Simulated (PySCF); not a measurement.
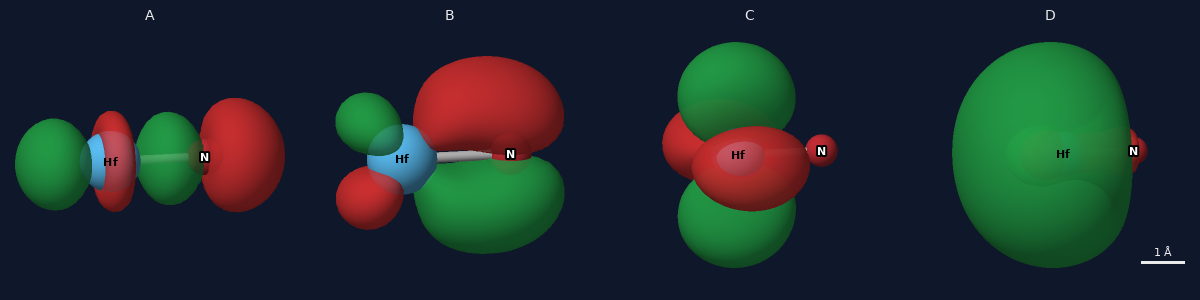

The picture shows: HfN (doublet). Four frontier β-spin orbitals, each drawn at the value that holds 80 % of its norm (green and red are the two phases), in no order; of a degenerate pair one member is drawn.

Core potentials replace the inner electrons of Hf.

Computed with PBE0/def2-TZVPPD, non-relativistic Hamiltonian with scalar-relativistic core potentials where named, at a bond length of 1.716 Å (PySCF 2.14.0).

Question: Name the orbitals and rank them from lowest to highest energy.

Answer: Orbital B: π, occupied in this spin, −6.71 eV; bonding, with no node between the atoms.
Orbital A: σ, occupied in this spin, −6.15 eV; shared between the atoms (Hf 35 %, N 65 %).
Orbital D: σ, empty in this spin, −3.19 eV; almost wholly on Hf.
Orbital C: δ, empty in this spin, −1.24 eV; almost wholly on Hf.
